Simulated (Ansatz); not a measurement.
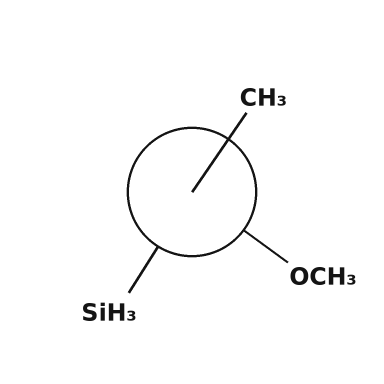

A Newman projection along the O–Sb bond, oxygen in front; angles are drawn as computed, but eclipsed bonds slightly apart. The geometry was computed by an optimisation with PBE-D4/def2-SVP. No frequency run is at hand to confirm it as a minimum.

**Which molecule is it?**

C2H9O2SbSi, C[O][Sb]([SiH3])[O]C

**What is the torsion angle from the front CH3 to the back SiH3? The sign is positive where the front bond must turn clockwise to cover the back bond.**

177°, antiperiplanar (anti).
